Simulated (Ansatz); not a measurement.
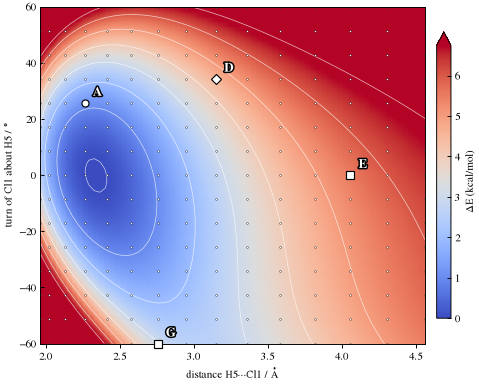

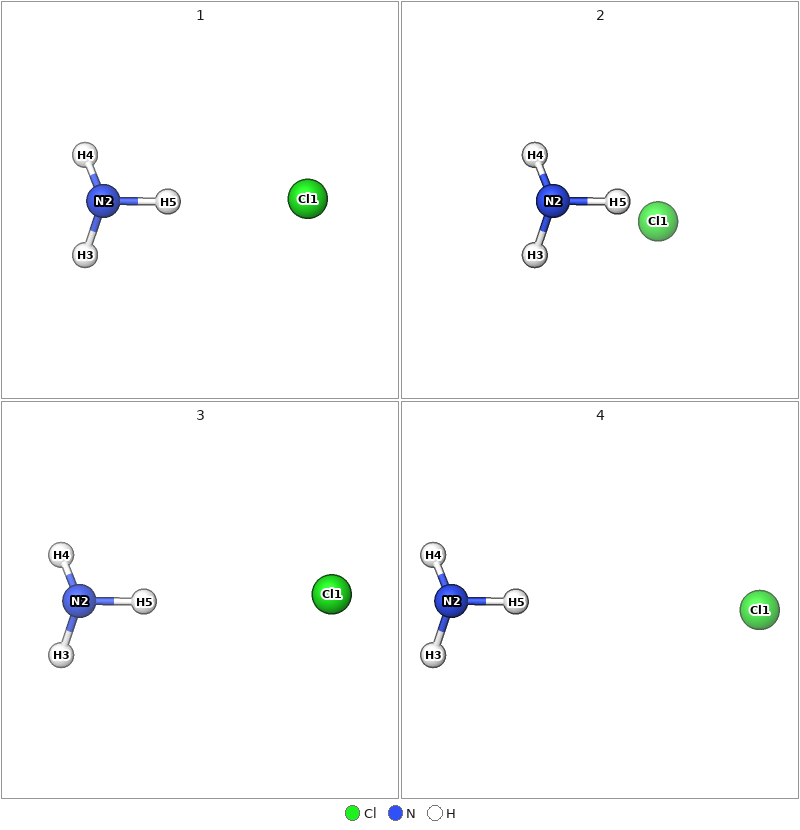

The pair Cl···H₃N, charge −1. The turn is about an axis along (0.74, 0.67, −0.06) in the frame of the relaxed pair, normal to the line between the partners. The first coordinate is: distance H5···Cl1; the second: turn of Cl1 about H5. Grid: 15 × 15 points. Points are written as (first, second). All energies are given in kcal/mol relative to the lowest grid point. Method: RKS PBE0-D4/def2-TZVPD in Ansatz 0.2.0.

Drawn: a smooth colour map with a few white contour lines, dots at the grid points, one colour for all values above the top of the scale, lettered points. Between grid points the surface is interpolated. The numbered pictures are the structures at these points, in random order.

**Which structure belongs to which point?**

A is structure 1: (2.264 Å, 25.7°), 1.2 kcal/mol; D is structure 3: (3.151 Å, 34.3°), 4.6 kcal/mol; E is structure 4: (4.058 Å, 0.0°), 5.5 kcal/mol; G is structure 2: (2.757 Å, −60.0°), 3.1 kcal/mol.
